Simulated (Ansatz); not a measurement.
One stationary structure of Nb. Space group Im-3m (No. 229), bcc (W type). Method: r2SCAN (plane waves to 500 eV, PAW, scalar-relativistic; Ansatz, a first-principles code).

Space group Im-3m (No. 229); a = b = c = 3.303 Å, α = β = γ = 90.00°

```csv
atom,site,symmetry,x,y,z
Nb,2a,m-3m,0.0000,0.0000,0.0000
```
(The calculation used a cell of 1 atom; values per cell refer to that cell.)

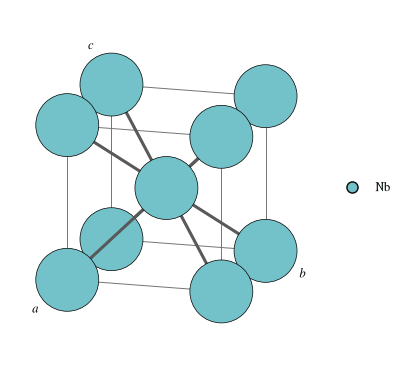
Figure: The conventional cell of the relaxed structure

| Quantity | Result |
|---|---|
| Volume per atom | 18.02 Å³ |
| Band gap | zero (metallic) |
| Shortest distances | Nb–Nb 2.86 Å |
| k-mesh | 20×20×20 |

Band energies at high-symmetry points (eV from the Fermi level; labels of this space group; no spin-orbit coupling), from −5 eV up to 3.2 eV:

```json
[
 {"point": "Γ", "energies": "0.43 0.43 0.43"},
 {"point": "H", "energies": "-3.90 -3.90"},
 {"point": "N", "energies": "-3.91 -1.72 2.25"},
 {"point": "P", "energies": "-1.20 -1.20 -1.20"}
]
```

No spin polarisation in the result.

Measured for Nb: a 3.294 Å (static lattice; corrected from measurement; as listed in Daniel Mejia-Rodriguez, S. B. Trickey, Phys. Rev. B (2018)). Computed minus measured — a: r2SCAN +0.3 %. The computed values are for a static lattice.

The run could not lose the symmetry of its start; a randomly shaken copy of 2 atoms returns to this structure.
